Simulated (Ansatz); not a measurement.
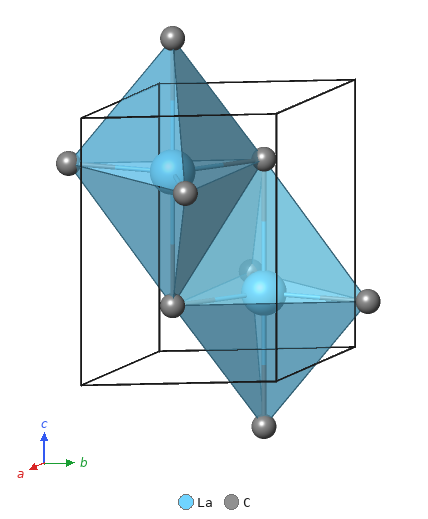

Shown here is a polyhedral view of the crystal, taken slightly off an axis. One conventional unit cell is framed, with atoms on its boundary repeated. Some neighbours outside the box are added.

LaC, space group P6_3/mmc (No. 194), a = 4.246 Å, b = 4.246 Å, c = 5.876 Å, α = 90.00°, β = 90.00°, γ = 120.00°. The model was built from a structure type filled with these elements by a generator (whether the compound takes this form wasn't checked). Earlier steps of the study, as a rule a relaxation of our own, may have changed the cell and positions, so they can lie some per cent off the listed ones. It was run through Ansatz as a DFT input.

This one geometry was computed with Ansatz (DFT, plane waves, PAW) at four levels of theory: LDA, PBE with spin-orbit coupling, PBEsol and r2SCAN.

Question: Which level gives the highest pressure at this volume, and what does that say about its equilibrium volume?

Answer: Highest: PBE with spin-orbit coupling (-0.1 GPa) and r2SCAN (-0.1 GPa), which points to the largest equilibrium volume. Lowest, with the smallest volume: LDA (-4.5 GPa). Levels within 0.5 GPa of each other can't be told apart.

Question: How does the band gap change with the level of theory?

Answer: All levels give a metal.

Question: Collect the results in a table.

Answer:
| level | cutoff (eV) | k-mesh of the run's cell | gap (eV) | pressure (GPa) |
| --- | --- | --- | --- | --- |
| LDA | 420 | 10×10×6 | metal | -4.5 |
| PBE with spin-orbit coupling | 420 | 10×10×6 | metal | -0.1 |
| PBEsol | 420 | 10×10×6 | metal | -2.8 |
| r2SCAN | 500 | 10×10×6 | metal | -0.1 |

Gaps are taken on the k-mesh or band path of each run.
